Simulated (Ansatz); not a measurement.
# Phonon transport in KBr (Fm-3m)

Aim: the lattice thermal conductivity of KBr against temperature, and which phonons carry it.

Experimental results on record:
- thermal conductivity 3.4 W/m/K near room temperature (given in “Combining the AFLOW GIBBS and Elastic Libraries to efficiently and robustly screen thermo-mechanical properties of solids”, 2017, arXiv:1611.05714)
- thermal conductivity 3.4 W/m/K near room temperature (given in “Predicting the lattice thermal conductivity of solids by solving the Boltzmann transport equation: AFLOW - AAPL an automated, accurate and efficient framework”, 2017, arXiv:1611.05481)

Method: DFT LDA, scalar-relativistic, plane waves, PAW; PAW set soft_1, in Ansatz 0.2.0.

### Step 1. The starting structure

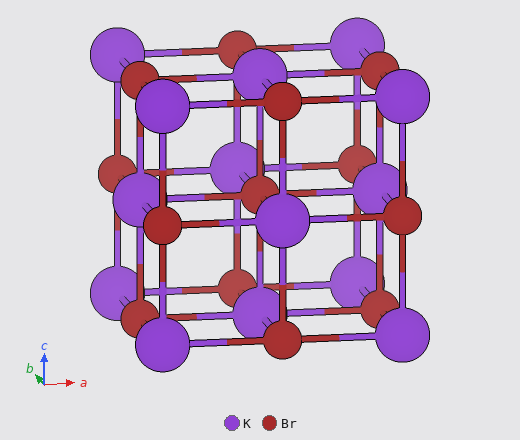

The starting structure, seen slightly off an axis (potassium purple, bromine red). This picture shows the conventional cell, with its axes. Some periodic images of atoms are drawn too.

### Step 2. A first coarse run

A cheap single point shows whether the cell is a metal or an insulator and how far it is from rest; that sets the k-mesh and the occupations of what follows.

File input.yaml:

```yaml
crystal:
  lattice:
    - [0.0, 3.3, 3.3]
    - [3.3, 0.0, 3.3]
    - [3.3, 3.3, 0.0]
  atoms:
    - { symbol: K, position: [0.0, 0.0, 0.0] }
    - { symbol: Br, position: [0.5, 0.5, 0.5] }
kpoints:
  mp_grid: { grid: [6, 6, 6] }
hamiltonian:
  xc: lda
  pseudopotentials: { kind: paw, azcp: { folder: soft_1 }, xc_functional: pbe }
scf:
  occupations: { method: gaussian, width: 0.1 }
  lower_state_search: "off"
output:
  forces: true
  stress: true
  eigenvalues: true
```

The run is started by

```sh
ansatz run input.yaml --threads 18 --pin off --max-ram 92160MiB --backend cuda --events-out ev --progress --plain --runs-dir out
```

Numbers of over 12 decimals in the logs are rounded to 6 here.

Output:

```text
Engine: ansatz 0.2.0, aarch64-unknown-linux-gnu
Pseudopotentials: kind: paw
Pseudopotential: K, paw, valence charge 9, recommended cutoff 420 eV (normal), soft_1/K.paw.azcp
Pseudopotential: Br, paw, valence charge 7, recommended cutoff 420 eV (normal), soft_1/Br.paw.azcp
Functional definition: SPW92
  exchange = slater_x
  correlation = pw_c
device memory: the entry about to start is reckoned to put 0.7 GiB on a device that reports 182.5 GiB free
GPU FFT provider: cuFFT
GPU libraries: cuBLAS 13.8.1, cuFFT 12.4.0, cuSOLVER 12.3.2
GPU matrix products: emulated (plane waves: as basis.precision tells), large ones in fixed point in workspaces of 1.00 GiB
Crystal: 2 atoms, lattice volume = 71.874 Å³
Basis set: ecut = 420 eV, 1411 PW (Γ)
Bands: 12, of which v1, the nominal top of the filled ones, is band 8 counted from 1 (7 counted from 0)
Symmetry: 48 space group operations
Space group: Fm-3m (ITA 225), of the structure as read, at distance tolerance 4.2e-5 Å
k-points: 16 of 216
Non-local potential: K, projectors of the file, l = 0: 3, l = 1: 2, l = 2: 2
Non-local potential: Br, projectors of the file, l = 0: 2, l = 1: 2, l = 2: 2
PAW form: soft (Blöchl's): semilocal exchange-correlation on the pseudo side does not see the compensation charge
PAW frozen core: K, regenerated for the run's functional, and the local potential with it (the file was generated under x = pbe(κ = 0.804, μ = 0.219515), c = pbe(β = 0.066725))
PAW frozen core: Br, regenerated for the run's functional, and the local potential with it (the file was generated under x = pbe(κ = 0.804, μ = 0.219515), c = pbe(β = 0.066725))
PAW one-centre angular grid: K, 110 points (default); XC on 64 Gauss nodes
PAW one-centre angular grid: Br, 110 points (default); XC on 64 Gauss nodes
Initial density: superposition of atomic densities (chi_scale 0.1, normalization cell, long waves kept (reshape's long-wave potential 0.00 eV rms))
Initial wavefunctions: pseudopotential atomic-orbital guess
GPU buffer pool allocated for 32768 grid points (all kernels)
GPU transforms: local potential and band sums: pruned to the plane-wave sphere, on 30×32×32
Functional: x = slater, c = lda
SCF iter   1: F=—  HF=-4194.297768 eV  |F-HF|=—  |Δ(HF+E_count)|=         —  Δρ=3.52e-2  dr2=1.53e0  ethr=3.10e-3  ⟨swp⟩=5.4  Hψ=1222  notcnv=0
preconditioner: auto → none  [insulator: Δε(μ)=3.137 eV  Ē_g=14.548 eV  σ=0.100 eV  W_gap=1.00  n_scr=14 (ndim 8)  ℏωp=16.4 eV  f_vac=0.000  D(μ)=0.00/eV (n_scr^D=0)  ε∞_Penn≈2.3]
SCF iter   2: F=—  HF=-4193.631818 eV  |F-HF|=—  |Δ(HF+E_count)|=   6.66e-1  Δρ=8.58e-3  dr2=7.67e-2  ethr=3.10e-3  ⟨swp⟩=3.0  Hψ=563  notcnv=0
SCF iter   3: F=—  HF=-4193.610027 eV  |F-HF|=—  |Δ(HF+E_count)|=   2.18e-2  Δρ=3.42e-3  dr2=8.87e-3  ethr=4.79e-4  ⟨swp⟩=2.0  Hψ=250  notcnv=0
SCF iter   4: F=—  HF=-4193.608898 eV  |F-HF|=—  |Δ(HF+E_count)|=   1.13e-3  Δρ=9.10e-4  dr2=7.30e-4  ethr=5.55e-5  ⟨swp⟩=1.0  Hψ=192  notcnv=0
SCF iter   5: F=—  HF=-4193.608940 eV  |F-HF|=—  |Δ(HF+E_count)|=   4.19e-5  Δρ=9.45e-5  dr2=7.61e-6  ethr=4.56e-6  ⟨swp⟩=2.0  Hψ=304  notcnv=0
SCF iter   6: F=—  HF=-4193.608965 eV  |F-HF|=—  |Δ(HF+E_count)|=   2.54e-5  Δρ=1.68e-5  dr2=3.33e-7  ethr=4.75e-8  ⟨swp⟩=2.3  Hψ=304  notcnv=0
SCF iter   7: F=-4193.608965 eV  HF=-4193.608965 eV  |F-HF|=3.06e-9  |Δ(HF+E_count)|=   1.53e-7  Δρ=1.90e-6  dr2=3.84e-9  ethr=6.25e-10  ⟨swp⟩=5.9  Hψ=1050  notcnv=0
SCF 1 converged in 7 iterations: F = -4193.608965 eV  dr2 = 3.84e-9
  greatest PAW one-centre occupation: 0.985 electrons in one spin orbital (limit 2), on the K atom at site 0 (counted from 0), in its partial waves of l = 0
SCF converged after 7 iterations
Free energy (F): -4193.608965 eV
Harris-Foulkes:  -4193.608965 eV  (|F-HF|=3.06e-9)
Internal energy: -4193.608965 eV  (E = F + TS)
E sigma→0 (E₀):  -4193.608965 eV
Fermi energy:    2.811635 eV
--- Per-component energies (eV) ---
  E_band       = -136.877488
  E_kinetic    = 386.725794
  E_local      = -822.214205  (includes V_loc(G=0)·N_el)
  E_nonlocal   = 68.572346
  E_hartree    = 270.672739
  E_xc         = -328.466775
  E_vxc        = -274.175311  (∫ρ·V_xc dr)
  E_paw        = -2969.377025  (= ΣΔE_a)
  E_vpaw       = -37.130940  (= ΣTr[D̂ρ^β])
  E_aug_tail   = -0.000005  (compensation charges beyond the density's cutoff)
  E_ewald      = -799.985846
  E_core_change = 0.464011  (= ΣΔE_core)
  E_smearing   = -0.000000  (= −TS)
  E_closure    = 0.000000  (closes the sum)
  Σ components = -4193.608965   (vs F -4193.608965, Δ=0.00e0)
--- Forces (eV/Å), atoms counted from 1 ---
  atom   1  K     -0.00000000     0.00000000     0.00000000
  atom   2  Br    -0.00000000    -0.00000000    -0.00000000
  max |Σ_I F_I| component: 4.48e-25 eV/Å
--- Stress (GPa, compression-positive) ---
       -1.641740      -0.000000       0.000000
        0.000000      -1.641740      -0.000000
       -0.000000      -0.000000      -1.641740
  P = ⅓ Tr σ = -1.6417 GPa (-16.417 kbar)
--- Band table (eV; the first three rows and the last of 16) ---
  k-point 0: bands = [... 4 lower, -10.3385, 0.7949, 0.7949, 0.7949, 4.8256, 8.1522, 8.1522, 8.1522]
  k-point 1: bands = [... 4 lower, -10.2792, 0.3986, 0.7013, 0.7013, 5.5067, 7.9904, 8.4785, 8.4785]
  k-point 2: bands = [... 4 lower, -10.1694, -0.2043, 0.5263, 0.5263, 6.6371, 8.2191, 9.3483, 9.3483]
  k-point 15: bands = [... 4 lower, -10.2850, 0.0518, 0.2926, 0.3238, 7.1002, 8.3986, 8.7889, 9.7746]
```

Elapsed: 1.3 s, on 1 × NVIDIA GB200 with 18 threads of Arm Neoverse V2, shared host; peak memory 1 GiB.

Numbers from this step:

* pressure: -1.642 GPa
* gap on the k-mesh: 4.031 eV
* volume per atom: 35.94 Å³/atom

The start is under -1.6 GPa at this level and looks like an insulator or semiconductor on this mesh.

### Step 3. Finding the static equilibrium

Phonons are second derivatives about a minimum, so cell and atoms are relaxed first, inside the symmetry of the start.

input.yaml, the sections that differ from step 2:

```yaml
scf:
  occupations: { method: gaussian, width: 0.02 }
  lower_state_search: "off"
relax:
  adjacent_minimum: "off"
  f_tol: 0.005
  max_steps: 80
  cell: { stress_tol: 0.05 }
# crystal, kpoints, hamiltonian, output: as in step 2
```

Output:

```text
[...]
Crystal: 2 atoms, lattice volume = 71.874 Å³
Basis set: ecut = 420 eV, 1411 PW (Γ)
Bands: 12, of which v1, the nominal top of the filled ones, is band 8 counted from 1 (7 counted from 0)
Symmetry: 48 space group operations
[...]
k-points: 16 of 216
[...]
SCF iter   1: F=—  HF=-4194.297643 eV  |F-HF|=—  |Δ(HF+E_count)|=         —  Δρ=3.52e-2  dr2=1.53e0  ethr=3.10e-3  ⟨swp⟩=5.8  Hψ=1247  notcnv=0
[...]
SCF iter   2: F=—  HF=-4193.631696 eV  |F-HF|=—  |Δ(HF+E_count)|=   6.66e-1  Δρ=8.58e-3  dr2=7.65e-2  ethr=3.10e-3  ⟨swp⟩=3.0  Hψ=561  notcnv=0
[...]
SCF iter   7: F=-4193.608965 eV  HF=-4193.608965 eV  |F-HF|=3.05e-9  |Δ(HF+E_count)|=   1.54e-7  Δρ=1.90e-6  dr2=3.83e-9  ethr=6.25e-10  ⟨swp⟩=6.1  Hψ=1034  notcnv=0
SCF 1 converged in 7 iterations: F = -4193.608965 eV  dr2 = 3.83e-9
[...]
relax step   1: F+E_penalty+E_count = -4193.60896525 eV  Δ(F+E_penalty+E_count) = +0.000e0 eV  max|allowed force component| = 2.111e-25 eV/Å  Δτ_max = 0.0000 Å  P = -1.642 GPa  Ω = 71.874 Å³  (7 SCF iters, dr2 threshold 1.00e-7 eV, accepted)
[...]
Crystal: 2 atoms, lattice volume = 68.331 Å³
Basis set: ecut = 420 eV, 1363 PW (Γ)
[...]
iter 1 solved again at ethr=1.01e-5 eV; its pass at ethr=3.10e-3 eV (dr2=1.61e-3 eV) is discarded
[...]
SCF iter   2: F=—  HF=-4193.638494 eV  |F-HF|=—  |Δ(HF+E_count)|=   7.76e-4  Δρ=4.65e-4  dr2=1.44e-4  ethr=1.01e-5  ⟨swp⟩=2.1  Hψ=351  notcnv=0
[...]
SCF iter   5: F=-4193.638478 eV  HF=-4193.638478 eV  |F-HF|=6.57e-9  |Δ(HF+E_count)|=   2.84e-8  Δρ=5.19e-6  dr2=1.20e-8  ethr=1.25e-9  ⟨swp⟩=5.1  Hψ=917  notcnv=0
SCF 2 converged in 5 iterations: F = -4193.638478 eV  dr2 = 1.20e-8
relax step   2: F+E_penalty+E_count = -4193.63847794 eV  Δ(F+E_penalty+E_count) = -2.951e-2 eV  max|allowed force component| = 7.647e-26 eV/Å  Δτ_max = 0.0000 Å  P = -0.968 GPa  Ω = 68.331 Å³  energy of the carried Pulay correction = +2.412e-4 eV  (5 SCF iters, dr2 threshold 2.00e-7 eV, accepted)
[...]
Crystal: 2 atoms, lattice volume = 63.811 Å³
[...]
SCF iter   5: F=-4193.649657 eV  HF=-4193.649657 eV  |F-HF|=9.39e-9  |Δ(HF+E_count)|=   7.68e-8  Δρ=7.59e-6  dr2=1.92e-8  ethr=1.25e-9  ⟨swp⟩=5.2  Hψ=908  notcnv=0
SCF 3 converged in 5 iterations: F = -4193.649657 eV  dr2 = 1.92e-8
relax step   3: F+E_penalty+E_count = -4193.64965681 eV  Δ(F+E_penalty+E_count) = -1.118e-2 eV  max|allowed force component| = 3.705e-25 eV/Å  Δτ_max = 0.0000 Å  P = +0.287 GPa  Ω = 63.811 Å³  energy of the carried Pulay correction = +5.673e-4 eV  (5 SCF iters, dr2 threshold 2.00e-7 eV, accepted)
[...]
relax step   4: F+E_penalty+E_count = -4193.65034886 eV  Δ(F+E_penalty+E_count) = -6.920e-4 eV  max|allowed force component| = 1.763e-23 eV/Å  Δτ_max = 0.0000 Å  P = -0.031 GPa  Ω = 64.790 Å³  energy of the carried Pulay correction = +4.948e-4 eV  (4 SCF iters, dr2 threshold 2.00e-7 eV, accepted)
[...]
SCF iter   1: F=—  HF=-4193.649908 eV  |F-HF|=—  |Δ(HF+E_count)|=         —  Δρ=7.82e-5  dr2=5.07e-7  ethr=6.57e-7  ⟨swp⟩=3.1  Hψ=1752  notcnv=0
[...]
SCF iter   2: F=—  HF=-4193.649927 eV  |F-HF|=—  |Δ(HF+E_count)|=   1.86e-5  Δρ=3.88e-5  dr2=1.15e-7  ethr=3.17e-9  ⟨swp⟩=2.2  Hψ=293  notcnv=0
[...]
SCF iter   6: F=-4193.649927 eV  HF=-4193.649927 eV  |F-HF|=1.82e-12  |Δ(HF+E_count)|=  1.36e-11  Δρ=7.30e-8  dr2=2.61e-12  ethr=1.00e-12  ⟨swp⟩=5.0  Hψ=751  notcnv=0
SCF 5 converged in 6 iterations: F = -4193.649927 eV  dr2 = 2.61e-12
relax step   5: F+E_penalty+E_count = -4193.64992684 eV  Δ(F+E_penalty+E_count) = +4.220e-4 eV  max|allowed force component| = 6.732e-28 eV/Å  Δτ_max = 0.0000 Å  P = -0.034 GPa  Ω = 64.790 Å³  stress off target by 3.44e-2 GPa  SCF on the basis re-selected at this cell (its energy is not comparable with the rows above)  (6 SCF iters)
basis re-selected at this cell: Δ(F+E_penalty+E_count) = +4.220e-4 eV, ΔP = -0.003 GPa vs the last step (what re-selecting the basis moved, of the pressure what is left beyond the Pulay correction that the steps carried, after the strain that the cell walked since its last selection, with what the two solves' SCF thresholds leave and, on support functions, any second-order correction that the steps lacked; it is no m [...]
SCF converged after 6 iterations
Free energy (F): -4193.649927 eV
[...]
Internal energy: -4193.649927 eV  (E = F + TS)
E sigma→0 (E₀):  -4193.649927 eV
Fermi energy:    3.707165 eV
[...]
--- Stress (GPa, compression-positive) ---
       -0.034416      -0.000000      -0.000000
       -0.000000      -0.034416      -0.000000
       -0.000000      -0.000000      -0.034416
  P = ⅓ Tr σ = -0.0344 GPa (-0.344 kbar)
--- Band table (eV; the first three rows and the last of 16) ---
  k-point 0: bands = [... 4 lower, -9.4001, 1.5493, 1.5493, 1.5493, 5.8649, 8.9024, 8.9024, 8.9024]
  k-point 1: bands = [... 4 lower, -9.3228, 1.0777, 1.4274, 1.4274, 6.6135, 8.7686, 9.2641, 9.2641]
  k-point 2: bands = [... 4 lower, -9.1785, 0.3666, 1.2030, 1.2030, 7.6897, 9.2288, 10.2320, 10.2320]
  k-point 15: bands = [... 4 lower, -9.3311, 0.7057, 0.9452, 1.0109, 7.8258, 9.5834, 9.8029, 10.9323]
--- Relaxed structure (4 steps of the walk, 4 accepted, 1 SCFs on fresh bases) ---
  F+E_penalty+E_count = -4193.64992684 eV   max|allowed force component| = 6.732e-28 eV/Å   (the final SCF, on the basis selected at the relaxed cell)
  cell:  # Å, volume = 64.7899 Å³
    - [0, 3.187810, 3.187810]
    - [3.187810, 0, 3.187810]
    - [3.187810, 3.187810, 0]
  atoms:
    - { symbol: K, position: [0, 0, 0] }
    - { symbol: Br, position: [0.5, 0.5, 0.5] }
```

Run time: 2.4 s. Hardware: 1 × NVIDIA GB200 with 18 threads; peak memory 1.1 GiB.

The steps of the relaxation:

```
step  energy less that of the first step (eV)  largest force component (eV/Å)  pressure (GPa)  volume (Å³)
   1                                   0.0000                          0.0000           -1.64        71.87
   2                                  -0.0295                          0.0000           -0.97        68.33
   3                                  -0.0407                          0.0000            0.29        63.81
   4                                  -0.0414                          0.0000           -0.03        64.79
  5*                                  -0.0410                          0.0000           -0.03        64.79
```

Relaxation steps marked * repeat the geometry before them on a plane-wave basis chosen anew for their cell, so energy and pressure can jump there.

The run keeps the 48 symmetry operations that it works with, so distortions that break them were not tested.

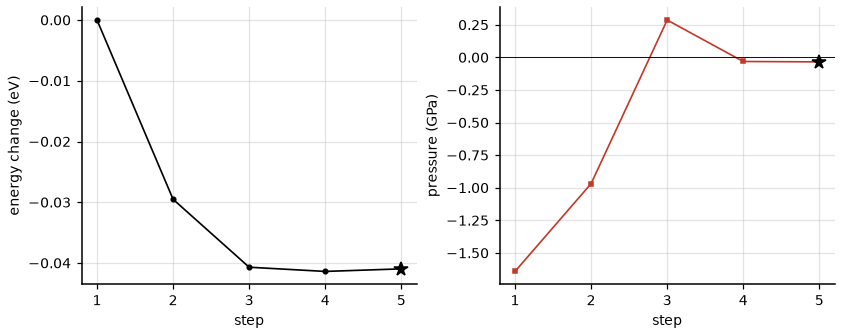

Energy and pressure along the relaxation. Stars mark steps on a basis chosen anew.

```
conventional cell, symmetrised  before  after  change
                         a (Å)   6.600  6.376  -3.4 %
                         b (Å)   6.600  6.376  -3.4 %
                         c (Å)   6.600  6.376  -3.4 %
              volume (Å³/atom)   35.94  32.39  -9.9 %
```

The relaxed structure:

```cif
data_structure
_symmetry_space_group_name_H-M 'P 1'
_symmetry_Int_Tables_number 1
_cell_length_a 4.5082
_cell_length_b 4.5082
_cell_length_c 4.5082
_cell_angle_alpha 60.000
_cell_angle_beta 60.000
_cell_angle_gamma 60.000
_cell_volume 64.79
loop_
_atom_site_label
_atom_site_type_symbol
_atom_site_fract_x
_atom_site_fract_y
_atom_site_fract_z
_atom_site_occupancy
K1 K 0.00000 0.00000 0.00000 1
Br2 Br 0.50000 0.50000 0.50000 1
```

Numbers from this step:

```yaml
pressure: -0.03442 GPa
gap_on_the_k_mesh: 4.316 eV
volume_per_atom: 32.39 Å³/atom
```

The relaxation ends with a pressure of -0.03 GPa.

### Step 4. A second relaxation

The relaxation is run once more from where the first one ended, as the script does after a large change of volume or of the gap, with mesh and occupations reviewed.

Changes to input.yaml since step 3:

```diff
@@ -2,5 +2,5 @@
   lattice:
-    - [0.0, 3.3, 3.3]
-    - [3.3, 0.0, 3.3]
-    - [3.3, 3.3, 0.0]
+    - [0.0, 3.1878095378, 3.1878095378]
+    - [3.1878095378, 0.0, 3.1878095378]
+    - [3.1878095378, 3.1878095378, 0.0]
   atoms:
```

Output:

```text
[...]
GPU FFT provider: cuFFT
GPU libraries: cuBLAS 13.8.1, cuFFT 12.4.0, cuSOLVER 12.3.2
[...]
Crystal: 2 atoms, lattice volume = 64.790 Å³
Basis set: ecut = 420 eV, 1243 PW (Γ)
Bands: 12, of which v1, the nominal top of the filled ones, is band 8 counted from 1 (7 counted from 0)
Symmetry: 48 space group operations
[...]
k-points: 16 of 216
[...]
k-point 15: bands = [... 4 lower, -9.3311, 0.7057, 0.9452, 1.0109, 7.8258, 9.5834, 9.8029, 10.9323]
--- Relaxed structure (1 steps of the walk, 1 accepted, 1 SCFs on fresh bases) ---
[...]
cell:  # Å, volume = 64.7899 Å³
    - [0.0, 3.1878095378, 3.1878095378]
    - [3.1878095378, 0.0, 3.1878095378]
    - [3.1878095378, 3.1878095378, 0.0]
  atoms:
    - { symbol: K, position: [0.0, 0.0, 0.0] }
    - { symbol: Br, position: [0.5, 0.5, 0.5] }
[key lines of the parts left out:]
SCF converged after 5 iterations
Free energy (F): -4193.649927 eV
Fermi energy:    3.707165 eV
P = ⅓ Tr σ = -0.0344 GPa (-0.344 kbar)
```

Elapsed: 1.6 s, on 1 × NVIDIA GB200 with 18 threads; peak memory 1.1 GiB.

Little changed from the start: no atom moved by 0.005 Å and no cell edge by 0.1 %.

### Step 5. Tight relaxation

The relaxation is repeated with tighter thresholds on force and stress, since phonons are sensitive to what is left; a change of mesh or smearing in the input moves the cell too.

input.yaml, the sections that differ from step 4:

```yaml
scf:
  occupations: { method: fixed }
  lower_state_search: "off"
relax:
  adjacent_minimum: "off"
  f_tol: 0.001
  max_steps: 60
  cell: { stress_tol: 0.01 }
# crystal, kpoints, hamiltonian, output: as in step 4
```

Output:

```text
[...]
Crystal: 2 atoms, lattice volume = 64.790 Å³
Basis set: ecut = 420 eV, 1243 PW (Γ)
Bands: 12, of which v1, the nominal top of the filled ones, is band 8 counted from 1 (7 counted from 0)
Symmetry: 48 space group operations
[...]
k-points: 16 of 216
[...]
k-point 15: bands = [... 4 lower, -9.3147, 0.7173, 0.9567, 1.0231, 7.8382, 9.6038, 9.8203, 10.9522]
--- Relaxed structure (3 steps of the walk, 3 accepted, 1 SCFs on fresh bases) ---
[...]
cell:  # Å, volume = 64.6794 Å³
    - [0, 3.185998, 3.185998]
    - [3.185998, 0, 3.185998]
    - [3.185998, 3.185998, 0]
  atoms:
    - { symbol: K, position: [0, 0, 0] }
    - { symbol: Br, position: [0.5, 0.5, 0.5] }
[key lines of the parts left out:]
SCF converged after 7 iterations
Free energy (F): -4193.649938 eV
Fermi energy:    1.562592 eV
P = ⅓ Tr σ = -0.0000 GPa (-0.000 kbar)
```

Elapsed: 2 s, on 1 × NVIDIA GB200 with 18 threads; peak memory 1.1 GiB; 3.5 s of CPU time.

Little changed from the start: no atom moved by 0.005 Å and no cell edge by 0.1 %.

This step gave:

* pressure: -1.70e-6 GPa
* gap on the k-mesh: 4.321 eV
* volume per atom: 32.34 Å³/atom

The residual pressure is -1.7e-6 GPa, small enough for phonons.

[end of part 1 of 3]

[Logs are printed without paths, hosts, clocks, repeated set-up lines and the standing remarks that a program may print on its own settings, such as how far it seeks lower states.]

[Hosts, paths, dates, database ids (printed as entryN), source tags and the programs' standing remarks are cut or masked in the printed files.]

[A step with changed settings may run another functional than the one named; its input shows which.]
